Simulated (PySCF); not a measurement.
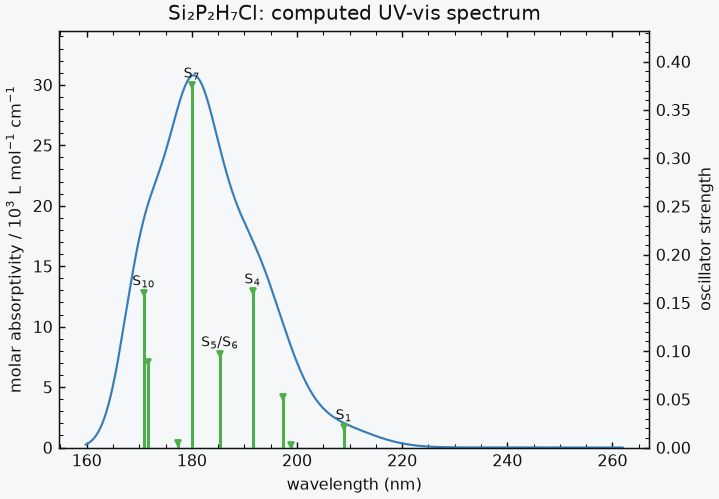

Computed absorption of Si₂P₂H₇Cl, SMILES [SiH3][Si](P)(P)Cl. Vertical TDDFT excitations, BHandHLYP/def2-SVPD with PySCF, at a PBE0-D3(BJ)/def2-SVP geometry (no frequency check), gas phase. Only the first 10 singlet excitations are included; each is broadened by a Gaussian of 1/e half-width 0.25 eV. Sticks give oscillator strengths (right axis). States within 0.01 eV of each other are merged, with their strengths summed. The highest state may be half of a pair whose partner wasn't computed.

> Does any vertical transition fall in the visible?

No singlet lies below 3.1 eV (beyond 400 nm), so at this level no vertical transition falls in the visible.

> Where is the lowest singlet, and is it bright?

S1 lies at 5.93 eV (209 nm) with f = 0.022, mixed, the largest part being HOMO → LUMO+1 (50 %); it is weak.

Caveats: core orbitals are frozen in the response.
